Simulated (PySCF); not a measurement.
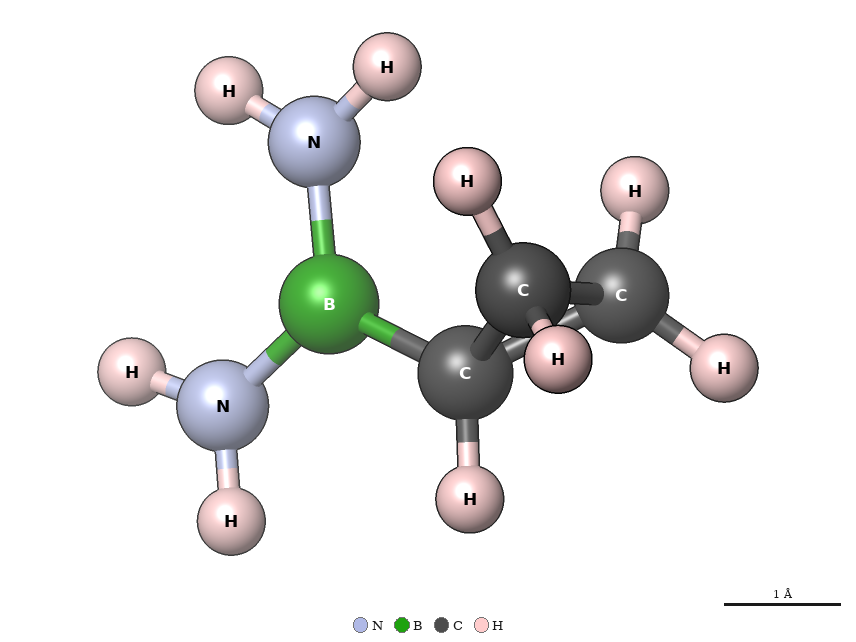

Depth is shown by fading: the farther an atom, the more it takes the colour of the background. The geometry was computed by an optimisation with PBE0-D3(BJ)/def2-SVP. No frequency run is at hand to confirm it as a minimum. Masses are those of the most abundant isotopes; constants are for the rigid equilibrium geometry.

What kind of rotor is it, and what are its rotational constants in MHz?

An asymmetric top (Cs): A = 6317, B = 2461, C = 2057 MHz. Ray's parameter κ is −0.81, nearer the prolate limit.
